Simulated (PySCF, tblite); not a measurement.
# C₄H₇F₅O₂Si: geometry, infrared bands and NMR shifts

Aim: predict the infrared bands and NMR shifts of C₄H₇F₅O₂Si (`CO[SiH](OC)C(F)(F)C(F)(F)F`).

Programs: tblite 0.8.0 and PySCF 2.14.0, with density-fitted response routines of our own. Each step states its level of theory. These are calculated values for one molecule in the gas phase, unless marked as measured. Atoms count from 0, in the outputs and in this text.

## (1) The molecule as given

19 atoms, charge 0, multiplicity 1; geometry from: force field or distance geometry start.

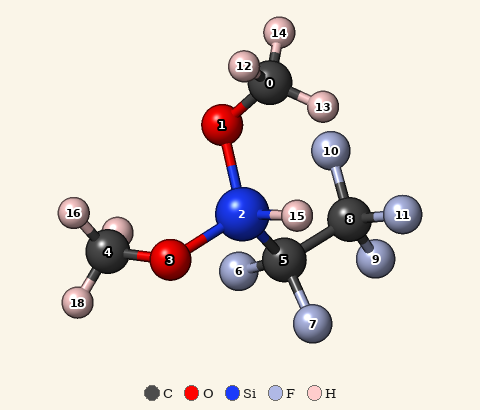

As it starts; carbon dark grey, oxygen red, silicon blue, fluorine light blue, hydrogen pink, atoms numbered.

## (2) Relaxing the molecule with GFN2-xTB

The job: settings as JSON, then the geometry in Å.

```
{"job": {"kind": "relax", "xc": "GFN2-xTB", "basis": "xTB"}, "charge": 0, "multiplicity": 1}
C     -0.112000     2.306600    -0.722900
O     -0.521300     1.007300    -0.982000
Si    -0.384300     0.094700     0.479500
O     -1.876400    -0.605000     0.940700
C     -2.498000    -1.314800    -0.073900
C      1.017000    -1.122400     0.447200
F      0.824600    -2.179800    -0.395300
F      1.179900    -1.508600     1.788400
C      2.342100    -0.467700     0.077600
F      3.288100    -1.465500     0.097500
F      2.265900     0.124400    -1.173300
F      2.691700     0.503500     1.007100
H     -1.026600     2.946300    -0.496200
H      0.636700     2.413400     0.073200
H      0.347400     2.712600    -1.648500
H     -0.062300     1.046600     1.566200
H     -3.328400    -0.661200    -0.442200
H     -1.809900    -1.602700    -0.887200
H     -2.983900    -2.218400     0.336500
```

Started as:

```
$ OMP_NUM_THREADS=1 python probes_run.py task.json out
```

This one command runs all jobs of the session in turn.

Log:

```text
step      E/eV     max force
  0   -1243.44159    3.973
  1   -1244.09126    1.627
  2   -1244.28699    0.933
  3   -1244.36110    0.630
  4   -1244.42790    0.780
  5   -1244.46965    0.668
  6   -1244.55443    0.794
  7   -1244.60760    0.617
  8   -1244.65457    0.459
  9   -1244.69235    0.435
 10   -1244.73612    0.550
 11   -1244.77553    0.562
 12   -1244.80347    0.326
 13   -1244.82032    0.286
 14   -1244.83416    0.340
 15   -1244.84798    0.306
 16   -1244.85771    0.198
 17   -1244.86277    0.187
 18   -1244.86644    0.181
 19   -1244.87047    0.204
 20   -1244.87375    0.155
 21   -1244.87563    0.131
 22   -1244.87678    0.098
 23   -1244.87798    0.105
 24   -1244.87944    0.127
 25   -1244.88089    0.122
 26   -1244.88204    0.073
 27   -1244.88296    0.081
 28   -1244.88372    0.066
 29   -1244.88428    0.060
 30   -1244.88474    0.056
 31   -1244.88523    0.067
 32   -1244.88581    0.077
 33   -1244.88641    0.058
 34   -1244.88699    0.065
 35   -1244.88764    0.072
 36   -1244.88853    0.114
 37   -1244.88975    0.125
 38   -1244.89106    0.088
 39   -1244.89211    0.063
 40   -1244.89288    0.053
 41   -1244.89365    0.064
 42   -1244.89460    0.086
 43   -1244.89582    0.083
 44   -1244.89737    0.114
 45   -1244.89934    0.144
 46   -1244.90160    0.149
 47   -1244.90415    0.169
 48   -1244.90699    0.151
 49   -1244.91007    0.130
 50   -1244.91204    0.117
 51   -1244.91382    0.165
 52   -1244.91539    0.087
 53   -1244.91703    0.070
 54   -1244.91778    0.091
 55   -1244.91908    0.106
 56   -1244.92032    0.095
 57   -1244.92201    0.081
 58   -1244.92401    0.102
 59   -1244.92629    0.098
 60   -1244.92824    0.087
 61   -1244.92954    0.079
 62   -1244.93014    0.070
 63   -1244.93087    0.059
 64   -1244.93151    0.053
 65   -1244.93236    0.060
 66   -1244.93341    0.093
 67   -1244.93479    0.090
 68   -1244.93591    0.089
 69   -1244.93672    0.063
 70   -1244.93719    0.048
 71   -1244.93751    0.042
 72   -1244.93779    0.046
 73   -1244.93801    0.046
 74   -1244.93822    0.036
 75   -1244.93844    0.038
 76   -1244.93871    0.035
 77   -1244.93901    0.048
 78   -1244.93934    0.054
 79   -1244.93970    0.048
 80   -1244.94005    0.036
 81   -1244.94041    0.045
 82   -1244.94080    0.046
 83   -1244.94121    0.051
 84   -1244.94152    0.045
 85   -1244.94171    0.032
 86   -1244.94185    0.034
 87   -1244.94201    0.032
 88   -1244.94218    0.035
 89   -1244.94231    0.022
 90   -1244.94238    0.018
 91   -1244.94245    0.017
 92   -1244.94253    0.028
 93   -1244.94262    0.025
 94   -1244.94270    0.018
 95   -1244.94277    0.019
 96   -1244.94286    0.026
 97   -1244.94299    0.039
 98   -1244.94316    0.037
 99   -1244.94332    0.023
100   -1244.94345    0.023
101   -1244.94357    0.024
102   -1244.94370    0.028
103   -1244.94385    0.026
104   -1244.94398    0.028
105   -1244.94412    0.028
106   -1244.94429    0.040
107   -1244.94447    0.035
108   -1244.94463    0.022
109   -1244.94474    0.024
110   -1244.94484    0.029
111   -1244.94501    0.036
112   -1244.94519    0.029
113   -1244.94539    0.037
114   -1244.94560    0.039
115   -1244.94592    0.048
116   -1244.94632    0.060
117   -1244.94684    0.050
118   -1244.94728    0.046
119   -1244.94757    0.032
120   -1244.94769    0.040
121   -1244.94793    0.022
122   -1244.94802    0.024
123   -1244.94808    0.017
124   -1244.94812    0.019
125   -1244.94820    0.017
126   -1244.94827    0.014
127   -1244.94828    0.009
```

Run time: 1.3 s. Hardware: 1 thread of Arm Neoverse V1, shared host; peak memory 0.18 GiB.

Step by step: (not every step is listed)

```tsv
step	energy from step 0 (eV)	largest force (eV/Å)
0	0.0000	3.9734
1	-0.6497	1.6271
2	-0.8454	0.9329
3	-0.9195	0.6298
4	-0.9863	0.7801
5	-1.0281	0.6681
6	-1.1128	0.7942
7	-1.1660	0.6166
8	-1.2130	0.4591
19	-1.4289	0.2044
30	-1.4432	0.0559
41	-1.4521	0.0640
52	-1.4738	0.0873
63	-1.4893	0.0591
74	-1.4966	0.0355
85	-1.5001	0.0318
96	-1.5013	0.0257
107	-1.5029	0.0351
118	-1.5057	0.0462
122	-1.5064	0.0242
123	-1.5065	0.0170
124	-1.5065	0.0186
125	-1.5066	0.0173
126	-1.5067	0.0140
127	-1.5067	0.0086
```

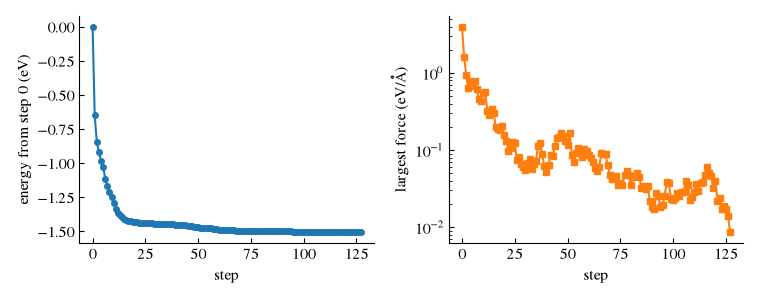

Energy and largest force along the relaxation.

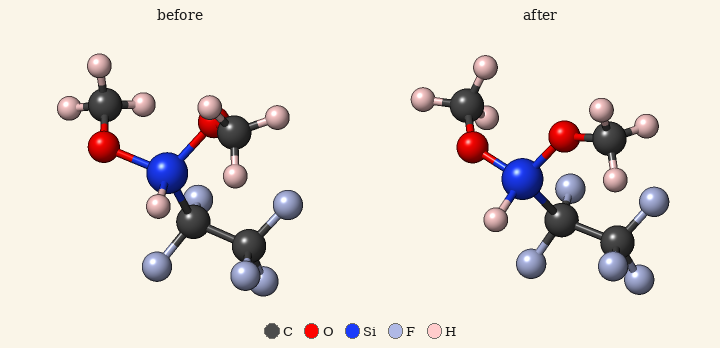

The geometry before (left) and after (right).

Distances of close pairs at the start and the end, largest changes first:

```tsv
bond	before (Å)	after (Å)	change (Å)
O1–Si2	1.728	1.602	-0.126
Si2–O3	1.711	1.592	-0.119
Si2–C5	1.856	1.966	+0.110
C0–H12	1.139	1.091	-0.048
C8–F10	1.386	1.338	-0.048
C8–F9	1.375	1.330	-0.045
C8–F11	1.389	1.346	-0.043
C5–F7	1.405	1.363	-0.043
```

The end geometry stands in the next job.

## (3) Vibrational analysis with GFN2-xTB

The job: settings as JSON, then the geometry in Å.

```
{"job": {"kind": "ir", "xc": "GFN2-xTB", "basis": "xTB"}, "charge": 0, "multiplicity": 1}
C      0.107920     2.415477    -0.760936
O     -0.609961     1.271917    -0.360400
Si    -0.514910     0.163568     0.792671
O     -1.846119    -0.708394     0.846776
C     -2.580267    -1.494398    -0.063653
C      0.982504    -1.044185     0.387396
F      0.681382    -1.903886    -0.631348
F      1.269249    -1.838621     1.456692
C      2.272460    -0.321487     0.003741
F      3.359588    -1.088486     0.001857
F      2.170539     0.226244    -1.213170
F      2.507326     0.692500     0.856565
H     -0.597808     3.243409    -0.839330
H      0.887810     2.670065    -0.044484
H      0.558901     2.226129    -1.735752
H     -0.329153     0.593026     2.161698
H     -2.965056    -0.873011    -0.872549
H     -1.954455    -2.283721    -0.480834
H     -3.409753    -1.936896     0.487599
```

Log:

```text
mode    cm-1     km/mol
  1      19.6      0.16
  2      47.1      0.09
  3      54.8      3.65
  4      78.1      0.70
  5      90.9      1.11
  6      93.6      0.50
  7     112.3      3.91
  8     126.1      5.67
  9     149.6     10.29
 10     180.3      1.33
 11     186.2      2.72
 12     202.1      4.52
 13     238.4     12.59
 14     259.4      2.97
 15     333.7     46.47
 16     343.0      1.44
 17     374.5     62.54
 18     408.6     49.43
 19     482.1      4.34
 20     532.8     11.22
 21     547.9     31.15
 22     660.4     64.27
 23     670.1     42.66
 24     676.2     49.13
 25     744.1    175.79
 26     829.8    113.07
 27     914.8     22.59
 28    1025.2     83.13
 29    1070.1    294.52
 30    1098.8    289.90
 31    1118.0      0.71
 32    1123.5      6.31
 33    1128.5     39.30
 34    1130.5     38.38
 35    1131.2     25.37
 36    1183.8    195.68
 37    1195.5    499.31
 38    1212.5     52.41
 39    1404.5      6.08
 40    1409.7      9.55
 41    1464.7      8.97
 42    1466.4      8.48
 43    1466.7      8.34
 44    1469.1      4.95
 45    2416.4    178.96
 46    2984.1     16.44
 47    2987.3     13.37
 48    2989.1     19.22
 49    2992.2     11.69
 50    2999.4     18.14
 51    3000.8     16.92
```

Run time: 1 s. Hardware: 1 thread of Arm Neoverse V1, shared host; peak memory 0.18 GiB.

The strongest bands and the atoms that carry them (share of the mass-weighted mode):

```tsv
cm⁻¹	km/mol	atoms
744	175.8	Si2 33 %, C0 17 %, O1 16 %, H15 13 %
830	113.1	Si2 42 %, C4 20 %, O3 12 %, C0 11 %
1025	83.1	C5 72 %, F6 14 %, F7 12 %
1070	294.5	C8 70 %, F11 19 %
1099	289.9	C8 64 %, F10 15 %
1184	195.7	O1 22 %, O3 20 %, C8 20 %, C0 10 %
1196	499.3	O1 32 %, O3 25 %, C0 13 %, Si2 12 %
2416	179.0	H15 97 %
```

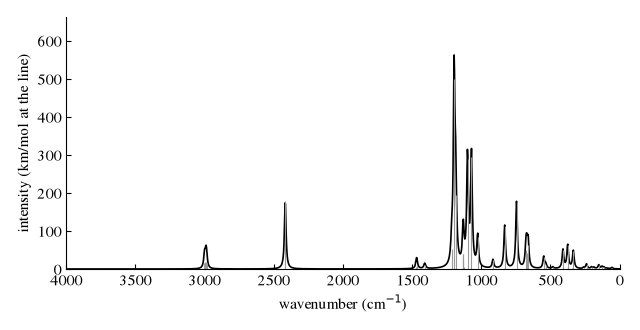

The infrared spectrum from these modes, unscaled. Lines are broadened to a width of 14 cm⁻¹ (Lorentzian).

## (4) Shielding tensors: PBE0/pcSseg-1

Same as in step 3 but for these lines:

```diff
@@ -1,2 +1,2 @@
-{"job": {"kind": "ir", "xc": "GFN2-xTB", "basis": "xTB"}, "charge": 0, "multiplicity": 1}
+{"job": {"kind": "nmr", "xc": "PBE0", "basis": "pcSseg-1"}, "charge": 0, "multiplicity": 1}
 C      0.107920     2.415477    -0.760936
```

Method: GIAO PBE0/pcSseg-1 NMR shielding, non-relativistic, gas phase.

Log:

```text
coarse grid: 17912 points
cycle   1  E = -1094.3997636060  dE =  1.937e+00  |g| = 1.376e+00  |ddm| = 3.840e+00
cycle   2  E = -1093.8572393718  dE =  5.425e-01  |g| = 2.284e+00  |ddm| = 2.247e+00
cycle   3  E = -1094.7166123833  dE = -8.594e-01  |g| = 9.163e-02  |ddm| = 1.552e+00
cycle   4  E = -1094.7175316017  dE = -9.192e-04  |g| = 6.559e-02  |ddm| = 1.059e-01
cycle   5  E = -1094.7182481218  dE = -7.165e-04  |g| = 1.483e-02  |ddm| = 4.350e-02
cycle   6  E = -1094.7182790996  dE = -3.098e-05  |g| = 3.733e-03  |ddm| = 9.856e-03
cycle   7  E = -1094.7182815920  dE = -2.492e-06  |g| = 7.905e-04  |ddm| = 3.062e-03
final grid: 174800 points
cycle   8  E = -1094.8417750654  dE = -5.759e-05  |g| = 1.419e-02  |ddm| = 2.923e-02
cycle   9  E = -1094.8417373106  dE =  3.775e-05  |g| = 2.079e-02  |ddm| = 1.936e-02
cycle  10  E = -1094.8418105417  dE = -7.323e-05  |g| = 1.439e-03  |ddm| = 1.221e-02
cycle  11  E = -1094.8418109826  dE = -4.409e-07  |g| = 2.701e-04  |ddm| = 1.294e-03
cycle  12  E = -1094.8418109975  dE = -1.487e-08  |g| = 7.769e-05  |ddm| = 2.447e-04
cycle  13  E = -1094.8418109983  dE = -8.135e-10  |g| = 3.216e-05  |ddm| = 6.899e-05
cycle  14  E = -1094.8418109984  dE = -1.496e-10  |g| = 6.071e-06  |ddm| = 2.193e-05
converged SCF energy = -1094.8418109984

GIAO shielding tensors (ppm)
atom      isotropic    diamagn.    paramagn.     s11        s22        s33       span
  0 C      132.257     242.522    -110.266    101.818    112.488    182.464     80.646
  1 O      319.041     401.279     -82.238    291.365    322.203    343.554     52.188
  2 Si     406.352     882.639    -476.287    362.006    418.033    439.018     77.012
  3 O      312.707     396.825     -84.118    254.387    322.071    361.663    107.276
  4 C      132.367     243.641    -111.274    104.209    107.945    184.947     80.738
  5 C       63.092     252.455    -189.363     46.959     70.265     72.052     25.093
  6 F      327.650     475.787    -148.136    204.441    358.914    419.596    215.154
  7 F      327.478     472.141    -144.663    207.363    349.416    425.654    218.291
  8 C       56.662     245.871    -189.208     50.743     55.057     64.187     13.444
  9 F      271.953     467.418    -195.465    195.950    271.112    348.797    152.847
 10 F      261.742     476.419    -214.677    178.371    268.477    338.378    160.007
 11 F      259.060     475.450    -216.390    176.268    258.985    341.926    165.658
 12 H       27.601      27.391       0.210     22.637     25.475     34.690     12.053
 13 H       27.771      29.394      -1.623     23.373     26.865     33.074      9.701
 14 H       27.507      29.410      -1.903     23.173     26.237     33.111      9.938
 15 H       27.236      30.971      -3.735     23.703     25.467     32.537      8.835
 16 H       27.602      29.532      -1.930     23.148     25.628     34.029     10.882
 17 H       27.464      30.179      -2.715     22.171     27.254     32.968     10.796
 18 H       27.700      27.078       0.622     23.335     25.229     34.536     11.201
```

It took 87 s on 1 thread of Arm Neoverse V1, shared host; peak memory 1.1 GiB.

Shifts follow as δ = σ(reference) − σ, with reference shieldings (ppm) from runs at the same level and on the same kind of geometry: ¹H TMS 31.72, ¹³C TMS 186.9, ²⁹Si TMS 349.2, ¹⁹F CFCl3 170.9, ¹⁷O H2O 336.1. The references are single molecules in the gas phase, so shifts against H2O, NH3, PH3, H3PO4 or CFCl3 are not on the usual liquid scales and can be off by tens of ppm. Atoms listed in one row are averaged.

```tsv
atoms	environment	σ (ppm)	δ (ppm)	δ scaled to CDCl3
C8	CF3 carbon	56.7	130.3	125.2
C5	fully substituted sp3 carbon bonded to 2 F and Si	63.1	123.8	118.9
C0, C4	methyl carbon bonded to O	132.3	54.6	51.4
H15	hydrogen on a silicon bonded to C, 2 O	27.24	4.48	–
H12, H13, H14, H16, H17, H18	hydrogen on a methyl carbon bonded to O	27.61	4.11	3.98
O1, O3	oxygen bonded to C, Si	315.9	20.2	–
Si2	silicon bonded to C, 2 O, H	406.4	-57.2	–
F9, F10, F11	fluorine of a CF3 group	264.3	-93.3	–
F6, F7	fluorine of a CF2 group	327.6	-156.6	–
```

The scaled column applies a straight-line fit of computed shieldings to shifts measured in CDCl3, and one for carbons that bear F (root-mean-square error 0.16 ppm for H, 1.9 ppm for C).

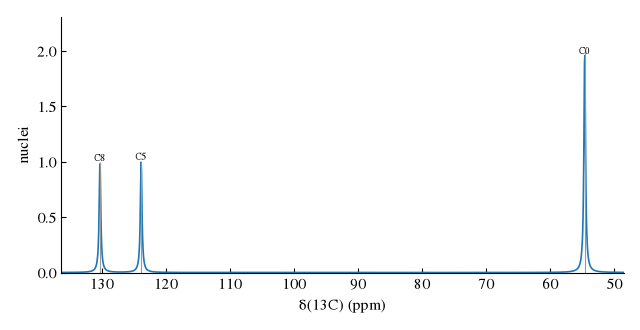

¹³C lines at the computed shifts, without couplings. Lines are broadened to a width of 0.30 ppm (Lorentzian).

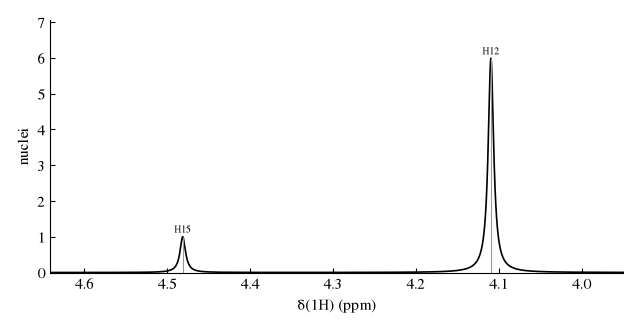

¹H lines at the computed shifts, without couplings. Lines are broadened to a width of 0.01 ppm (Lorentzian).

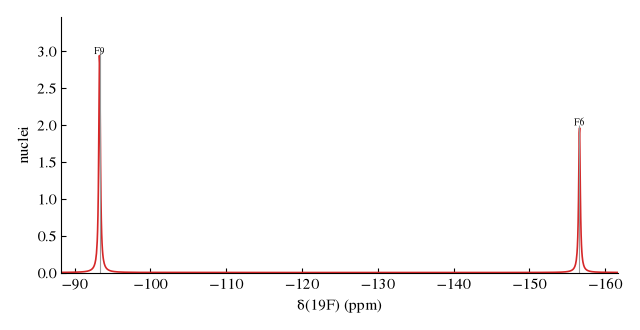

¹⁹F lines at the computed shifts, without couplings. Lines are broadened to a width of 0.25 ppm (Lorentzian).

The run also stored atomic charges by several schemes (e):

```tsv
atoms	Mulliken	IAO	Hirshfeld	ESP fit
C0, C4	0.00	-0.20	-0.03	-0.21
O1, O3	-0.64	-0.64	-0.22	-0.32
Si2	1.09	1.33	0.44	0.66
C5	0.19	0.23	0.06	0.09
F6, F7	-0.29	-0.29	-0.10	-0.15
C8	0.79	0.78	0.24	0.39
F9, F10, F11	-0.26	-0.27	-0.08	-0.14
```

ESP fit charges:

C0 -0.28; O1 -0.28; Si2 0.66; O3 -0.37; C4 -0.14; C5 0.09; F6 -0.14; F7 -0.15; C8 0.39; F9 -0.12; F10 -0.15; F11 -0.16; H12 0.14; H13 0.14; H14 0.14; H15 -0.11; H16 0.10; H17 0.11; H18 0.12

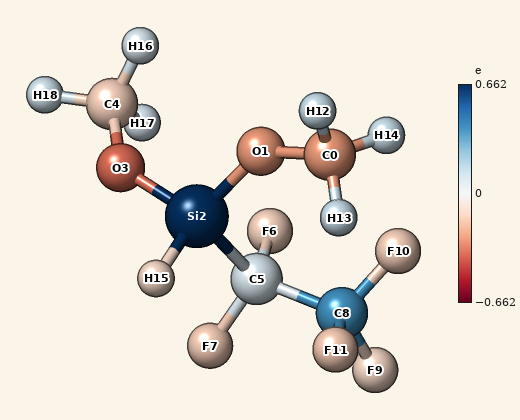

ESP fit charges, as colours on the atoms.

Mayer bond orders: C0–O1 0.85, O1–Si2 1.04, Si2–O3 1.09, O3–C4 0.85, Si2–C5 0.70, C5–F6 0.90, C5–F7 0.92, C5–C8 0.91, C8–F9 1.03, C8–F10 0.99, C8–F11 0.97.

The fields below are evaluated on a grid from the run's orbitals.

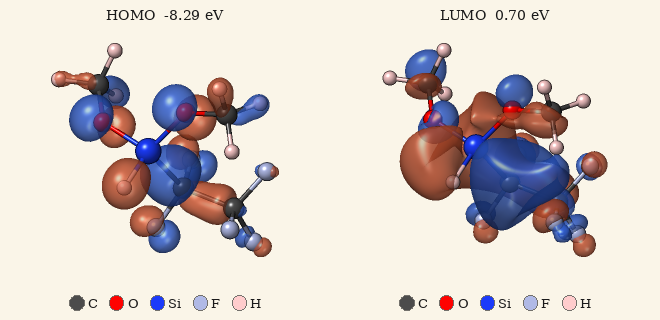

Frontier orbitals at PBE0/pcSseg-1; each surface holds 70 % of the orbital's density, blue and red mark the sign.

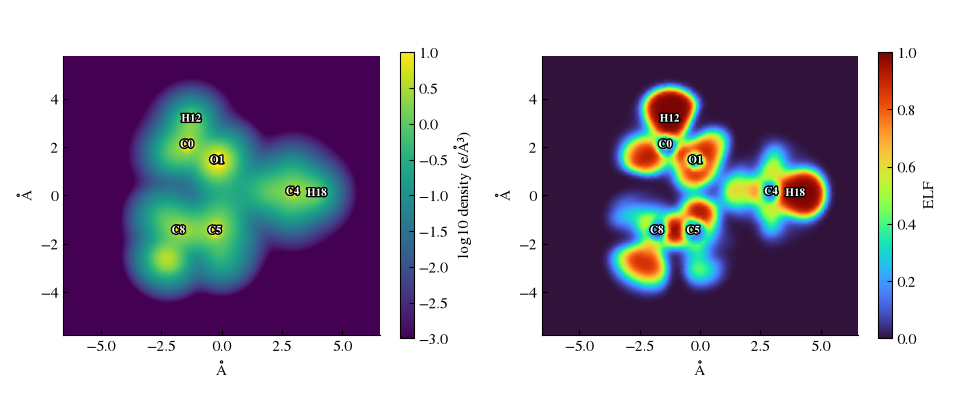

Density (left) and ELF (right) in a plane through or near 7 of the atoms.

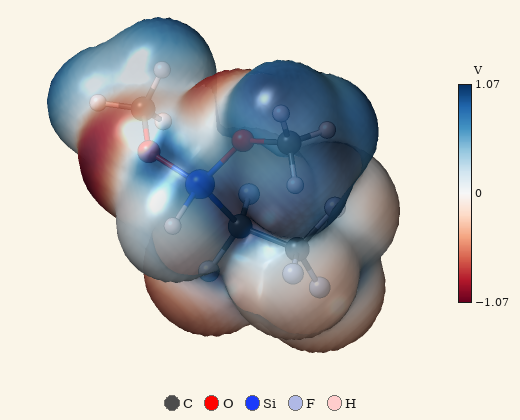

The potential that a unit positive charge feels on the 0.002 e/bohr³ surface, from -0.84 V near O3 to 1.07 V near H13.

## (5) Outcome

```
                                                                 quantity                   value
                                strongest single infrared mode (GFN2-xTB)   1196 cm⁻¹, 499 km/mol
                                             zero-point energy (GFN2-xTB)           72.7 kcal/mol
  ¹³C shifts against TMS (PBE0/pcSseg-1, means over atoms taken as alike)  130.3, 123.8, 54.6 ppm
   ¹H shifts against TMS (PBE0/pcSseg-1, means over atoms taken as alike)          4.48, 4.11 ppm
  ¹⁷O shifts against H2O (PBE0/pcSseg-1, means over atoms taken as alike)                20.2 ppm
                                  ²⁹Si shifts against TMS (PBE0/pcSseg-1)               -57.2 ppm
¹⁹F shifts against CFCl3 (PBE0/pcSseg-1, means over atoms taken as alike)       -93.3, -156.6 ppm
                                    surface potential, least and greatest      -0.84 V and 1.07 V
```

**Reading.** Over 127 steps the energy fell by 1.507 eV; of the close pairs, O1–Si2 changed most, 1.728 to 1.602 Å. All 51 modes are real, so the xTB geometry is a minimum. The strongest single mode, at 1196 cm⁻¹, is carried by O1, O3, C0, Si2. Unscaled tight-binding wavenumbers are off by several per cent, some by more. Its intensities can rank the bands wrongly. At PBE0/pcSseg-1: The widest tensor belongs to F6, F7: span 217 ppm, with a paramagnetic part of -146 ppm.
